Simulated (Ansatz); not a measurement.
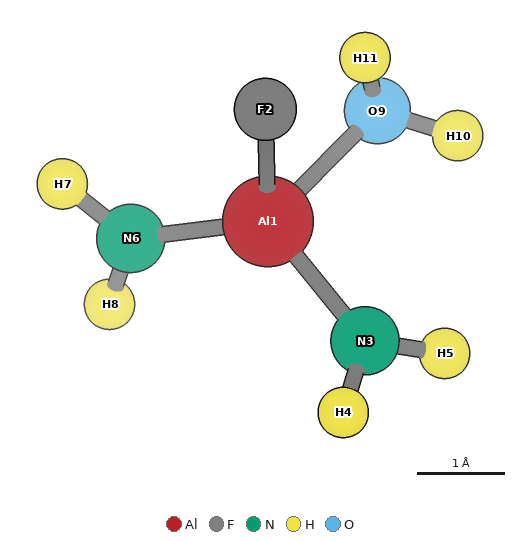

*The structure (ball-and-stick view, seen at a tilt; atoms are numbered from 1 in the order of the input). Sticks mark near contacts.*

# Run report: AlN₂H₆OF, frequency calculation

- system: AlN₂H₆OF
- method: RKS PBE-D4/def2-SVP (Ansatz 0.2.0)

It belongs to a series of runs on one base structure; here: vibrations at the highest image of the band. Figures and captions count atoms from 1; the log counts them from 0 in places.

## Log
```
Engine: ansatz 0.2.0, aarch64-unknown-linux-gnu
Functional definition: PBE
  parameter kappa = 0.804
  parameter beta = 0.06672455060314922
  exchange = pbe_x(kappa = kappa, mu = beta*pi^2/3)
  correlation = pbe_c(beta = beta)
1176 factors; their error is unknown
mean field evaluation 1: about -14402.1475 eV, gradient 1.0e2 eV
mean field evaluation 2: about -14326.5349 eV, gradient 1.8e2 eV
mean field evaluation 4: about -14422.1691 eV, gradient 2.1e1 eV
mean field evaluation 8: about -14422.8512 eV, gradient 4.9e-2 eV
mean field evaluation 16: about -14422.7958 eV, gradient 4.7e-5 eV
mean field -14422.79577376 eV, -530.0279685636 hartree, gradient 4.7e-5 eV, S^2 0.000000; 0 other end points of the search recorded, 0 dependent functions left out
the calculation of the forces begins
reference -14422.79581676 eV, -530.0279701440 hartree; 25, 25 occupied and 79, 79 virtual orbitals, 1176 factors
these checks for a lower state are left out or cut short: stability, starts, cluster_reference, orbital_swaps, neighbouring_geometries, increment
1176 factors; their error is unknown
mean field -14422.79565325 eV, -530.0279641348 hartree, gradient 1.8e-6 eV, S^2 0.000000; 0 other end points of the search recorded, 0 dependent functions left out
[... from here on the field's lines of each further geometry are left out, up to the last ...]
the calculation of the forces begins
reference -14422.79572378 eV, -530.0279667267 hartree; 25, 25 occupied and 79, 79 virtual orbitals, 1176 factors
these checks for a lower state are left out or cut short: stability, starts, cluster_reference, orbital_swaps, neighbouring_geometries, increment
1176 factors; their error is unknown
mean field -14422.79567071 eV, -530.0279647765 hartree, gradient 1.3e-6 eV, S^2 0.000000; 0 other end points of the search recorded, 0 dependent functions left out
the calculation of the forces begins
reference -14422.79571371 eV, -530.0279663569 hartree; 25, 25 occupied and 79, 79 virtual orbitals, 1176 factors
WARN: phonons: modes at or below zero, which the zero-point energy, F, S and C_V leave out: 1, the lowest at -246.92 cm⁻¹. A minimum has none, and a first-order saddle one
Total energy: -14422.98002336 eV, -530.0347396114 hartree
Atom 0 at    -0.068706     0.130163     0.007569 Å, force     0.000049    -0.000162     0.000156 eV/Å
Atom 1 at    -0.265235    -0.484560     1.618066 Å, force     0.000094     0.000009    -0.000366 eV/Å
Atom 2 at     1.557498     0.148394    -0.762210 Å, force    -0.000043    -0.000097     0.000056 eV/Å
Atom 3 at     1.920623    -0.641171    -1.299678 Å, force    -0.000041     0.000047     0.000000 eV/Å
Atom 4 at     2.228548     0.915298    -0.815712 Å, force     0.000039    -0.000022    -0.000014 eV/Å
Atom 5 at    -1.560441    -0.087273    -0.947692 Å, force    -0.000107     0.000018    -0.000017 eV/Å
Atom 6 at    -2.451551    -0.418878    -0.575502 Å, force     0.000038     0.000009     0.000042 eV/Å
Atom 7 at    -1.643352     0.101468    -1.947174 Å, force     0.000032    -0.000018    -0.000020 eV/Å
Atom 8 at     0.041144     1.904112     1.020197 Å, force     0.000042     0.000019    -0.000054 eV/Å
Atom 9 at     0.960443     2.233046     1.066048 Å, force    -0.000038     0.000055     0.000027 eV/Å
Atom 10 at    -0.077471     1.364199     1.847390 Å, force    -0.000064     0.000140     0.000190 eV/Å
Dipole moment:     0.319983     0.529752    -0.030205 e Å
Vibrations: -246.92 142.21 186.77 192.45 216.29 241.28 265.22 281.29 308.26 357.34 382.24 540.80 626.21 638.96 643.97 707.47 858.79 871.19 1472.08 1487.07 1570.25 3429.32 3513.95 3516.59 3596.91 3609.53 3719.27 cm⁻¹, zero-point energy 2.069029 eV
```

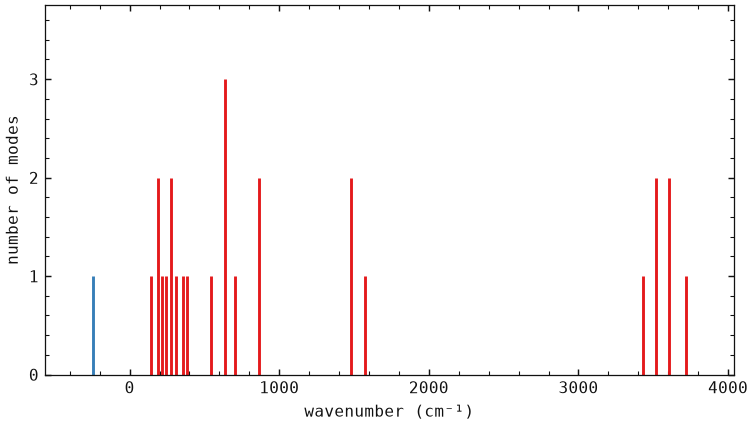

*Harmonic vibrational wavenumbers from the force constants; neighbouring modes closer than 18 cm⁻¹ are counted in one stick, and imaginary ones are drawn at negative wavenumbers.*

27 modes from 247i to 3719 cm⁻¹, 1 imaginary beyond 8i (247i cm⁻¹): a first-order saddle point, if the geometry is stationary.

The run was set up as follows.

## Input
```yaml
crystal:
  periodic: [false, false, false]
  atoms:
    - { symbol: Al, position_ang: [-0.068706, 0.130163, 0.007569] }
    - { symbol: F, position_ang: [-0.265235, -0.48456, 1.618066] }
    - { symbol: "N", position_ang: [1.557498, 0.148394, -0.76221] }
    - { symbol: H, position_ang: [1.920623, -0.641171, -1.299678] }
    - { symbol: H, position_ang: [2.228548, 0.915298, -0.815712] }
    - { symbol: "N", position_ang: [-1.560441, -0.087273, -0.947692] }
    - { symbol: H, position_ang: [-2.451551, -0.418878, -0.575502] }
    - { symbol: H, position_ang: [-1.643352, 0.101468, -1.947174] }
    - { symbol: O, position_ang: [0.041144, 1.904112, 1.020197] }
    - { symbol: H, position_ang: [0.960443, 2.233046, 1.066048] }
    - { symbol: H, position_ang: [-0.077471, 1.364199, 1.84739] }
basis:
  gaussian: { orbitals: def2-SVP }
hamiltonian:
  xc: pbe
  dispersion: d4
phonons: {}
```

Launched with:
```bash
ansatz run input.yaml --threads 2 --pin off --max-ram 3072MiB --backend cpu --events-out ev --progress --plain --runs-dir out
```

## Summary

- outcome: converged
- total energy: −14422.9800 eV
- mean-field energy: −14422.7958 eV
- largest force (length of the vector): under 0.001 eV/Å
- hardware: 2 threads of Arm Neoverse V2, 24 GiB of memory available, shared host
- wall time: 60 s (CPU time 2 min)
- peak memory: 0.14 GiB
